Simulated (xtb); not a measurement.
# Geometry relaxation, with input and output: C3H9AsOSi (part 2 of 4)

Continued. System: C3H9AsOSi, SMILES C1C[AsH][SiH2]CO1. Method: GFN2-xTB (xtb 6.7.1 later snapshot). 

Geometry of the input (Å):
```
C  0.8140  0.7418  -1.0207
C  1.5653  0.3165  0.3395
As 1.0970  -1.3222  1.2201
Si -1.2642  -0.8203  1.1261
C  -1.5330  0.1799  -0.4476
O  -0.4408  1.2858  -0.6648
H  1.2571  1.6094  -1.4028
H  0.7746  -0.0307  -1.6380
H  2.6905  0.2141  -0.0161
H  1.7940  1.0914  0.9754
H  0.8762  -2.1346  -0.0988
H  -2.1414  -1.7309  1.1791
H  -1.4679  0.1988  2.3740
H  -1.3624  -0.4513  -1.3197
H  -2.4331  0.7386  -0.5874
```

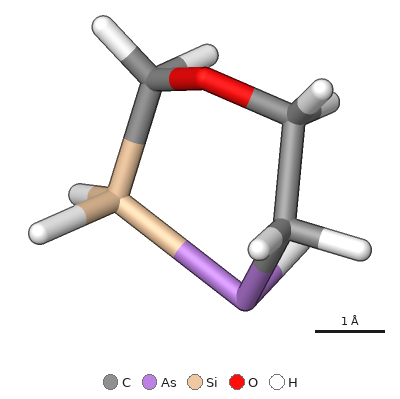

Figure 1. The starting structure (stick view, seen at a tilt).

**Output, continued**
```
........................................................................
.............................. CYCLE    7 ..............................
........................................................................

 iter      E             dE          RMSdq      gap      omega  full diag
   1    -19.3244141 -0.193244E+02  0.746E-02    4.36       0.0  T
   2    -19.3244151 -0.102018E-05  0.483E-02    4.36       1.0  T
   3    -19.3244150  0.118868E-06  0.199E-02    4.36       1.3  T
   4    -19.3244153 -0.262725E-06  0.127E-02    4.36       2.0  T
   5    -19.3244154 -0.150261E-06  0.301E-03    4.36       8.6  T
   6    -19.3244154 -0.228217E-07  0.182E-03    4.36      14.2  T
   7    -19.3244154 -0.211519E-08  0.699E-04    4.36      36.9  T
   8    -19.3244154 -0.255461E-09  0.295E-04    4.36      87.5  T
     SCC iter.                  ...        0 min,  0.002 sec
     gradient                   ...        0 min,  0.002 sec
 * total energy  :   -19.1585915 Eh     change       -0.4800518E-04 Eh
   gradient norm :     0.0020758 Eh/α   predicted    -0.4324202E-04 (  -9.92%)
   displ. norm   :     0.0391368 α      lambda       -0.2735604E-04
   maximum displ.:     0.0197001 α      in ANC's #5, #7, #1, ...

........................................................................
.............................. CYCLE    8 ..............................
........................................................................

 iter      E             dE          RMSdq      gap      omega  full diag
   1    -19.3241991 -0.193242E+02  0.593E-02    4.37       0.0  T
   2    -19.3241993 -0.225144E-06  0.408E-02    4.37       1.0  T
   3    -19.3241992  0.577600E-07  0.125E-02    4.37       2.1  T
   4    -19.3241994 -0.196027E-06  0.559E-03    4.37       4.6  T
   5    -19.3241994  0.580116E-08  0.197E-03    4.37      13.1  T
   6    -19.3241994 -0.999343E-08  0.104E-03    4.37      24.9  T
   7    -19.3241994 -0.675861E-09  0.579E-04    4.37      44.6  T
   8    -19.3241994 -0.206768E-11  0.256E-04    4.37     100.7  T
     SCC iter.                  ...        0 min,  0.003 sec
     gradient                   ...        0 min,  0.002 sec
 * total energy  :   -19.1586025 Eh     change       -0.1100097E-04 Eh
   gradient norm :     0.0016380 Eh/α   predicted    -0.1369895E-04 (  24.52%)
   displ. norm   :     0.0499634 α      lambda       -0.1724250E-04
   maximum displ.:     0.0316130 α      in ANC's #3, #5, #7, ...

........................................................................
.............................. CYCLE    9 ..............................
........................................................................

 iter      E             dE          RMSdq      gap      omega  full diag
   1    -19.3243988 -0.193244E+02  0.562E-02    4.37       0.0  T
   2    -19.3243989 -0.134923E-06  0.358E-02    4.37       1.0  T
   3    -19.3243990 -0.618567E-07  0.735E-03    4.37       3.5  T
   4    -19.3243990 -0.844091E-08  0.446E-03    4.37       5.8  T
   5    -19.3243990 -0.590674E-08  0.124E-03    4.37      20.8  T
   6    -19.3243990 -0.878881E-09  0.908E-04    4.37      28.4  T
   7    -19.3243990 -0.619377E-09  0.343E-04    4.37      75.2  T
     SCC iter.                  ...        0 min,  0.002 sec
     gradient                   ...        0 min,  0.002 sec
 * total energy  :   -19.1586127 Eh     change       -0.1022891E-04 Eh
   gradient norm :     0.0013747 Eh/α   predicted    -0.8629689E-05 ( -15.63%)
   displ. norm   :     0.0421115 α      lambda       -0.1098685E-04
   maximum displ.:     0.0241685 α      in ANC's #6, #3, #1, ...

........................................................................
.............................. CYCLE   10 ..............................
........................................................................

 iter      E             dE          RMSdq      gap      omega  full diag
   1    -19.3247501 -0.193248E+02  0.417E-02    4.38       0.0  T
   2    -19.3247502 -0.171343E-06  0.273E-02    4.38       1.0  T
   3    -19.3247501  0.110940E-06  0.106E-02    4.38       2.4  T
   4    -19.3247503 -0.168234E-06  0.417E-03    4.38       6.2  T
   5    -19.3247503  0.670045E-08  0.280E-03    4.38       9.2  T
   6    -19.3247503 -0.116826E-07  0.772E-04    4.38      33.5  T
   7    -19.3247503 -0.184762E-09  0.366E-04    4.38      70.6  T
     SCC iter.                  ...        0 min,  0.002 sec
     gradient                   ...        0 min,  0.002 sec
 * total energy  :   -19.1586187 Eh     change       -0.5979723E-05 Eh
   gradient norm :     0.0013065 Eh/α   predicted    -0.5498889E-05 (  -8.04%)
   displ. norm   :     0.0270805 α      lambda       -0.7260576E-05
   maximum displ.:     0.0134934 α      in ANC's #7, #4, #5, ...

........................................................................
.............................. CYCLE   11 ..............................
........................................................................

 iter      E             dE          RMSdq      gap      omega  full diag
   1    -19.3246142 -0.193246E+02  0.260E-02    4.38       0.0  T
   2    -19.3246143 -0.616228E-07  0.165E-02    4.38       1.6  T
   3    -19.3246143  0.322320E-07  0.598E-03    4.38       4.3  T
   4    -19.3246143 -0.580200E-07  0.203E-03    4.38      12.7  T
   5    -19.3246143 -0.242668E-09  0.996E-04    4.38      25.9  T
   6    -19.3246143 -0.120910E-08  0.297E-04    4.38      86.9  T
     SCC iter.                  ...        0 min,  0.002 sec
     gradient                   ...        0 min,  0.002 sec
 * total energy  :   -19.1586247 Eh     change       -0.5990651E-05 Eh
   gradient norm :     0.0006894 Eh/α   predicted    -0.3629985E-05 ( -39.41%)
   displ. norm   :     0.0255431 α      lambda       -0.3070799E-05
   maximum displ.:     0.0131418 α      in ANC's #4, #6, #5, ...

........................................................................
.............................. CYCLE   12 ..............................
........................................................................

 iter      E             dE          RMSdq      gap      omega  full diag
   1    -19.3244675 -0.193245E+02  0.226E-02    4.37       0.0  T
   2    -19.3244675 -0.434918E-07  0.141E-02    4.37       1.8  T
   3    -19.3244675  0.477700E-07  0.513E-03    4.37       5.0  T
   4    -19.3244676 -0.681590E-07  0.226E-03    4.37      11.4  T
   5    -19.3244676 -0.154360E-08  0.144E-03    4.37      18.0  T
   6    -19.3244676 -0.786478E-09  0.313E-04    4.37      82.5  T
   7    -19.3244676 -0.781739E-10  0.189E-04    4.37     136.8  T
     SCC iter.                  ...        0 min,  0.002 sec
     gradient                   ...        0 min,  0.002 sec
 * total energy  :   -19.1586264 Eh     change       -0.1674708E-05 Eh
   gradient norm :     0.0005423 Eh/α   predicted    -0.1535449E-05 (  -8.32%)
   displ. norm   :     0.0153377 α      lambda       -0.1465000E-05
   maximum displ.:     0.0088745 α      in ANC's #3, #6, #7, ...

........................................................................
.............................. CYCLE   13 ..............................
........................................................................

 iter      E             dE          RMSdq      gap      omega  full diag
   1    -19.3245163 -0.193245E+02  0.195E-02    4.38       0.0  T
   2    -19.3245163 -0.141689E-07  0.119E-02    4.38       2.2  T
   3    -19.3245163  0.408516E-09  0.317E-03    4.38       8.1  T
   4    -19.3245163 -0.801292E-08  0.176E-03    4.38      14.7  T
   5    -19.3245163 -0.783647E-09  0.370E-04    4.38      69.7  T
   6    -19.3245163 -0.100108E-09  0.221E-04    4.38     116.9  T
     SCC iter.                  ...        0 min,  0.002 sec
     gradient                   ...        0 min,  0.002 sec
 * total energy  :   -19.1586270 Eh     change       -0.5636052E-06 Eh
   gradient norm :     0.0003438 Eh/α   predicted    -0.7326409E-06 (  29.99%)
   displ. norm   :     0.0052475 α      lambda       -0.6269589E-06
   maximum displ.:     0.0029912 α      in ANC's #1, #3, #2, ...

   *** GEOMETRY OPTIMIZATION CONVERGED AFTER 13 ITERATIONS ***

------------------------------------------------------------------------
 total energy gain   :        -0.0712922 Eh      -44.7365 kcal/mol
 total RMSD          :         0.1772175 a0        0.0938 Å
 total power (kW/mol):       -14.3982772 (step)-2332.7783 (real)
------------------------------------------------------------------------

 ANCopt (total)                0 d,  0 h,  0 min,  0.080 sec
 optimizer setup                ...        0 min,  0.000 sec (  0.070%)
 model hessian                  ...        0 min,  0.002 sec (  2.482%)
 ANC generation                 ...        0 min,  0.000 sec (  0.273%)
 coordinate transformation      ...        0 min,  0.000 sec (  0.110%)
 single point calculation       ...        0 min,  0.074 sec ( 91.808%)
 optimization log               ...        0 min,  0.001 sec (  0.887%)
 hessian update                 ...        0 min,  0.000 sec (  0.111%)
 rational function              ...        0 min,  0.001 sec (  1.103%)

================
 final structure:
================
15
 xtb: 6.7.1
C            0.82021538401864        0.75399529015089       -0.93080180148364
C            1.64587407827116        0.32336247167028        0.28143148268950
As           1.05580571568719       -1.34630202995849        1.19020589934612
Si          -1.18977781942695       -0.71846953418463        1.16884459323336
C           -1.45854857620585        0.22583147187619       -0.47583709938983
O           -0.46573975178651        1.23253868034473       -0.63529415466834
H            1.32317150769479        1.59635137493863       -1.42189661171319
H            0.75891787866060       -0.07589866204150       -1.65607229261702
H            2.68455626714939        0.19767992533118       -0.04162803531086
H            1.63424708493859        1.12987958585921        1.02098120343554
H            0.89675370636159       -2.12672624242363       -0.09783418432435
H           -2.13969471397144       -1.84046775603793        1.20027878858536
H           -1.49279067676238        0.21787870374443        2.26115641073138
H           -1.44003990601953       -0.44739289490279       -1.34583961500614
H           -2.40698017860928        0.76383961563342       -0.49918458350790

 Bond Distances (Angstroems)
 ---------------------------
C1-C2=1.5286         C1-O6=1.4036         C1-H7=1.0971         C1-H8=1.1039         C2-C1=1.5286         C2-As3=1.9904
C2-H9=1.0950         C2-H10=1.0943        As3-C2=1.9904        As3-Si4=2.3318       As3-H11=1.5144       Si4-As3=2.3318
Si4-C5=1.9154        Si4-H12=1.4704       Si4-H13=1.4703       C5-Si4=1.9154        C5-O6=1.4229         C5-H14=1.1002
C5-H15=1.0907        O6-C1=1.4036         O6-C5=1.4229         H7-C1=1.0971         H8-C1=1.1039         H9-C2=1.0950
H10-C2=1.0943        H11-As3=1.5144       H12-Si4=1.4704       H13-Si4=1.4703       H14-C5=1.1002        H15-C5=1.0907
 C  H  Rav=1.0969 sigma=0.0043  Rmin=1.0907  Rmax=1.1039     6
 C  C  Rav=1.5286 sigma=0.0000  Rmin=1.5286  Rmax=1.5286     1
 O  C  Rav=1.4132 sigma=0.0096  Rmin=1.4036  Rmax=1.4229     2
 Si H  Rav=1.4704 sigma=0.0001  Rmin=1.4703  Rmax=1.4704     2
 Si C  Rav=1.9154 sigma=0.0000  Rmin=1.9154  Rmax=1.9154     1
 As H  Rav=1.5144 sigma=0.0000  Rmin=1.5144  Rmax=1.5144     1
 As C  Rav=1.9904 sigma=0.0000  Rmin=1.9904  Rmax=1.9904     1
 As Si Rav=2.3318 sigma=0.0000  Rmin=2.3318  Rmax=2.3318     1

 selected bond angles (degree)
 --------------------
O6-C1-C2=115.08                H7-C1-C2=108.88                H7-C1-O6=104.62                H8-C1-C2=109.83
H8-C1-O6=110.11                H8-C1-H7=107.97                As3-C2-C1=115.99               H9-C2-C1=108.10
H9-C2-As3=108.64               H10-C2-C1=108.82               H10-C2-As3=107.85              H10-C2-H9=107.10
Si4-As3-C2= 93.18              H11-As3-C2= 94.31              H11-As3-Si4= 91.71             C5-Si4-As3=106.01
H12-Si4-As3=114.61             H12-Si4-C5=107.69              H13-Si4-As3=111.29             H13-Si4-C5=107.16
H13-Si4-H12=109.69             O6-C5-Si4=110.31               H14-C5-Si4=112.02              H14-C5-O6=109.43
H15-C5-Si4=112.56              H15-C5-O6=104.79               H15-C5-H14=107.43              C5-O6-C1=114.94

 selected dihedral angles (degree)
 ---------------------------------
As3-C2-C1-O6= 70.81           As3-C2-C1-H7=187.86           As3-C2-C1-H8=305.90           H9-C2-C1-O6=193.06
H9-C2-C1-H7=310.11            H9-C2-C1-H8= 68.14            H10-C2-C1-O6=309.05           H10-C2-C1-H7= 66.10
H10-C2-C1-H8=184.14           Si4-As3-C2-C1=314.37          Si4-As3-C2-H9=192.41          Si4-As3-C2-H10= 76.65
H11-As3-C2-C1= 46.33          H11-As3-C2-H9=284.37          H11-As3-C2-H10=168.60         C5-Si4-As3-C2= 35.71
C5-Si4-As3-H11=301.30         H12-Si4-As3-C2=154.34         H12-Si4-As3-H11= 59.93        H13-Si4-As3-C2=279.53
H13-Si4-As3-H11=185.12        O6-C5-Si4-As3=309.73          O6-C5-Si4-H12=186.61          O6-C5-Si4-H13= 68.67
H14-C5-Si4-As3= 71.88         H14-C5-Si4-H12=308.77         H14-C5-Si4-H13=190.83         H15-C5-Si4-As3=193.07
H15-C5-Si4-H12= 69.96         H15-C5-Si4-H13=312.02         C5-O6-C1-C2=276.30            C5-O6-C1-H7=156.86
C5-O6-C1-H8= 41.07            C1-O6-C5-Si4= 72.04           C1-O6-C5-H14=308.36           C1-O6-C5-H15=193.43
           -------------------------------------------------
          |                Final Singlepoint                |
           -------------------------------------------------

          ...................................................
          :                      SETUP                      :
          :.................................................:
          :  # basis functions                  45          :
          :  # atomic orbitals                  43          :
          :  # shells                           23          :
          :  # electrons                        36          :
          :  max. iterations                   250          :
          :  Hamiltonian                  GFN2-xTB          :
          :  restarted?                      false          :
          :  GBSA solvation                  false          :
          :  PC potential                    false          :
          :  electronic temp.          300.0000000     K    :
          :  accuracy                    1.0000000          :
          :  -> integral cutoff          0.2500000E+02      :
          :  -> integral neglect         0.1000000E-07      :
          :  -> SCF convergence          0.1000000E-05 Eh   :
          :  -> wf. convergence          0.1000000E-03 e    :
          :  Broyden damping             0.4000000          :
          :  net charge                          0          :
          :  unpaired electrons                  0          :
          ...................................................

 iter      E             dE          RMSdq      gap      omega  full diag
   1    -19.3245163 -0.193245E+02  0.117E-04    4.38       0.0  T
   2    -19.3245163 -0.109033E-10  0.481E-05    4.38     536.3  T
   3    -19.3245163 -0.899547E-11  0.413E-05    4.38     624.6  T

   *** convergence criteria satisfied after 3 iterations ***

         #    Occupation            Energy/Eh            Energy/eV
      -------------------------------------------------------------
         1        2.0000           -0.7340360             -19.9741
       ...           ...                  ...                  ...
        12        2.0000           -0.4597682             -12.5109
        13        2.0000           -0.4396565             -11.9637
        14        2.0000           -0.4379299             -11.9167
        15        2.0000           -0.4282613             -11.6536
        16        2.0000           -0.4080855             -11.1046
        17        2.0000           -0.3879666             -10.5571
        18        2.0000           -0.3599140              -9.7938 (HOMO)
        19                         -0.1990838              -5.4173 (LUMO)
        20                         -0.1877924              -5.1101
        21                         -0.1733968              -4.7184
        22                         -0.1416552              -3.8546
        23                         -0.1293083              -3.5187
       ...                                ...                  ...
        43                          1.2079834              32.8709
      -------------------------------------------------------------
                  HL-Gap            0.1608302 Eh            4.3764 eV
             Fermi-level           -0.2794989 Eh           -7.6056 eV
```
